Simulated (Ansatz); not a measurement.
# H4OSi: the cost of one run

Computed with Ansatz 0.2.0, Gaussian basis. Level: cc-pVTZ, core rule «outside noble gas», up to 6 orbitals frozen.

Plan: UHF; CCSD(T) on RHF; CCSD(T) on UHF; BCCD(T) on RHF; CCSDT(Q) on RHF.

## Step 1: The system

The geometry derives from fragments relaxed apart (PBE0/def2-TZVP) and kept rigid, so it is no stationary point. A hydrogen atom is moved between rigid fragments.

6 atoms, charge 0, spin multiplicity 1.

Atoms are counted from 1 here; the program's logs count them from 0.

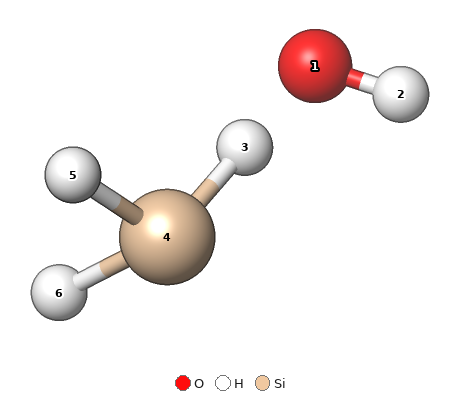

The geometry (oxygen red, hydrogen white, silicon light orange); atoms are numbered from 1 in the order of the file.

Geometry (Å):

| atom | x (Å) | y (Å) | z (Å) |
| --- | --- | --- | --- |
| O1 | -1.7670 | 0.0172 | 0.0000 |
| H2 | -2.0163 | 0.9438 | 0.0000 |
| H3 | -0.4590 | 0.0172 | 0.0000 |
| Si4 | 0.9810 | 0.0172 | 0.0000 |
| H5 | 1.5932 | -0.8571 | 1.0900 |
| H6 | 1.5932 | -0.8571 | -1.0900 |

## Step 2: UHF

File in.yaml:

```yaml
crystal:
  periodic: [false, false, false]
  atoms:
    - {symbol: O, position_ang: [-1.766951, 0.017219, 0.000000]}
    - {symbol: H, position_ang: [-2.016260, 0.943795, 0.000000]}
    - {symbol: H, position_ang: [-0.458951, 0.017219, 0.000000]}
    - {symbol: Si, position_ang: [0.981049, 0.017219, 0.000000]}
    - {symbol: H, position_ang: [1.593230, -0.857065, 1.090012]}
    - {symbol: H, position_ang: [1.593230, -0.857065, -1.090012]}
basis:
  gaussian: {orbitals: cc-pVTZ}
magnetization: {spin_polarized: true, initial_magnetization: 0}
hamiltonian: {xc: hf}
output: {orbitals: {seedname: orbitals}}
```

The run is started by

```sh
> ansatz run in.yaml --threads 1 --pin off --events-out ev --progress --plain --max-ram 4096MiB --backend cpu
```

**Question.** How long does this run take on 1 thread of AMD EPYC 7R13, shared host, and how much memory does it need?

About 5.5 s, with a peak of 0.27 GiB.
